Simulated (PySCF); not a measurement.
Molecule: CH₂Cl₃F₃GeSi, SMILES F[Si](F)(F)[CH2][Ge]([Cl])([Cl])[Cl]. Atoms near the plane z = 0.0 Å, at the CAM-B3LYP/def2-SVP optimised geometry (x, y, z in Å): F2 (-2.7, -1.2, 0.8), Ge6 (0.6, -0.9, 0.0), Cl7 (-0.1, 1.2, 0.0), Cl8 (2.7, -0.9, 0.0).

Calculation: CAM-B3LYP/def2-TZVP (PySCF). Cells within 0.4 Å of a nucleus heavier than hydrogen are left out (blank, or x). The values are rescaled to run from 0 to 1.

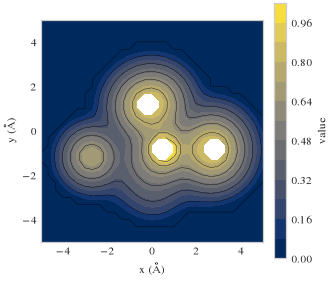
Figure. a field on the plane z = 0.0 Å.

Task: Which quantity is mapped?
A) an orbital amplitude
B) deformation density (molecule minus spherical neutral atoms)
C) electron localisation function
D) log10 of the electron density

Result: D, log10 of the electron density. In full: log10 of the electron density (e/bohr³), floored at −4.
